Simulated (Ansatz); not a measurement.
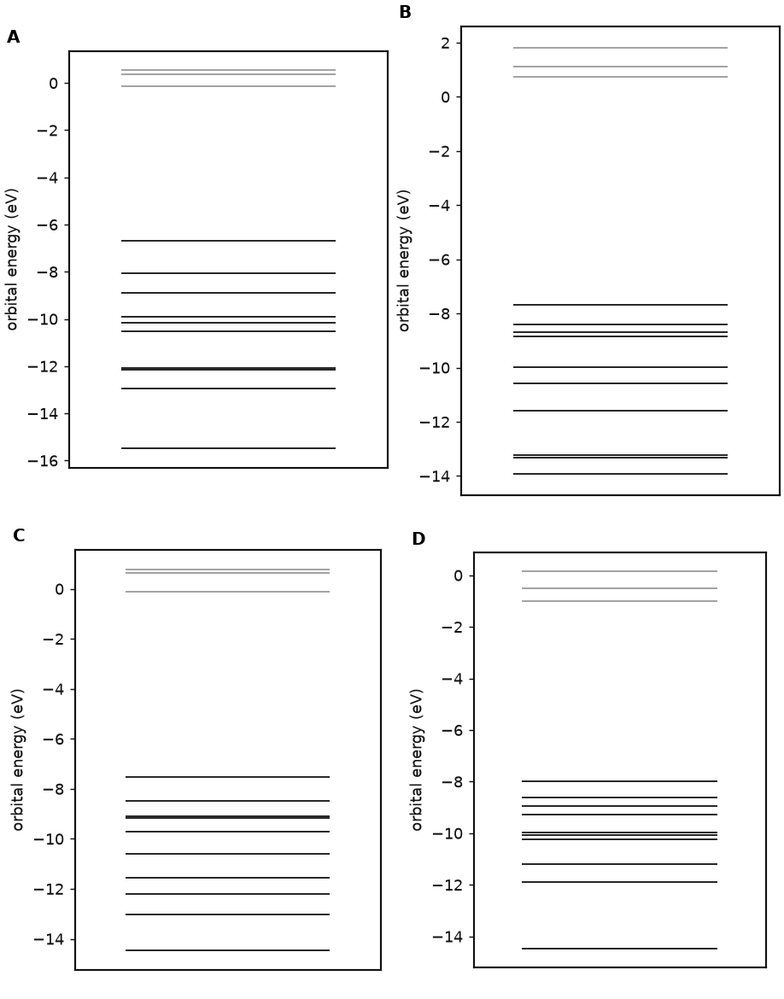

Kohn-Sham orbital energies near the frontier, PBE0/def2-TZVPP with the Ansatz code 0.2.0, at a PBE0-D4/def2-TZVP geometry (no frequency check), isolated molecule; empty levels in grey, levels within 0.03 eV side by side.

**Pair each panel with its molecule.**
1. C₂H₅ClSi₂, SMILES C#C[Si@@H]([SiH3])Cl
2. CH₆GeOSe, SMILES C[Se][GeH2][OH], singlet
3. CH₇NO₂Si, SMILES N[SiH2]OCO
4. C₂H₇ClSn, SMILES C[C@H](Cl)[SnH3], singlet

A: 2 (HOMO −6.70 eV, LUMO −0.13 eV)
B: 3 (HOMO −7.68 eV, LUMO 0.75 eV)
C: 4 (HOMO −7.52 eV, LUMO −0.11 eV)
D: 1 (HOMO −7.99 eV, LUMO −1.01 eV)

Caveats, for all or some of the runs: core potentials past krypton; empty levels above zero depend strongly on the basis; no scalar relativity up to krypton; one conformer of a flexible molecule; spin-orbit coupling is left out, and with Se it can shift these levels and split any degenerate set; spin-orbit coupling is left out, and with Sn it can shift these levels and split any degenerate set.
